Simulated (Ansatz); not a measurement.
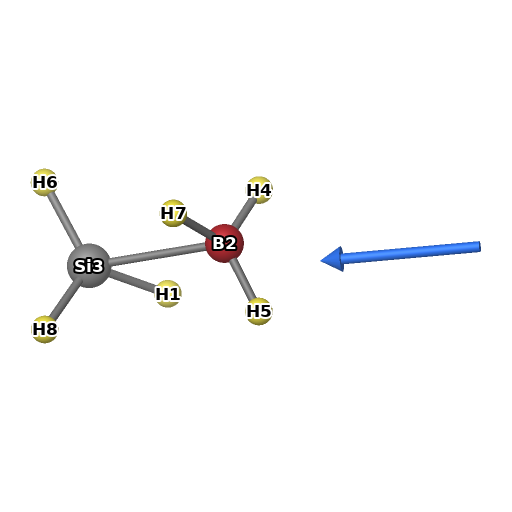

The arrow beside the molecule shows the direction of the dipole moment, from the negative to the positive end (its length means nothing). The species is neutral and a spin doublet. The computed structure is the end point of a PBE0-D4/def2-TZVP saddle-point search. Properties computed with UKS PBE0-D4/def2-TZVP (Ansatz 0.2.0).

Question: How large is the dipole moment?

Answer: 1.79 D; it points from the side of H4, H5 to the side of H6, H8 (the outermost atoms at the two ends).
